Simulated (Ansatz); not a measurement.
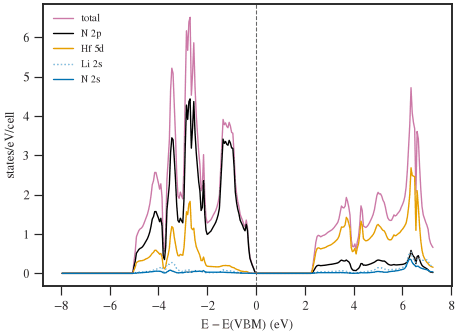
*Total and projected density of states of Li₂HfN₂ in space group P-3m1 (No. 164; Li on 2d, Hf on 1a, N on 2d), DFT-r²SCAN in the program Ansatz with PAW potentials*

Problem. Which orbitals carry the states next to the gap?

Solution. Top 1 eV of the valence band: N 2p 90 %. Bottom 1 eV of the conduction band: Hf 5d 67 %, N 2p 21 %. Projections are on Löwdin-orthogonalised atomic valence shells; empty p or d shells of many metals are not among them.

Problem. Where is the tallest occupied peak in this window, and what makes it?

Solution. Near -2.7 eV, about 6.5 states/eV per cell; the largest projected share is N 2p.

The workflow started from a Materials Project entry (that database holds measured and hypothetical structures alike); the Crystallography Open Database copy checked does not list it. Whether it is the stable phase at ambient conditions was not checked. Symmetry was held in the r²SCAN relaxation; whether a distortion lowers the energy is not shown. No spin polarisation was allowed. Scalar-relativistic: spin–orbit coupling is off unless named, which matters more the heavier the elements.

Potentials: the later of the program's two PAW sets.
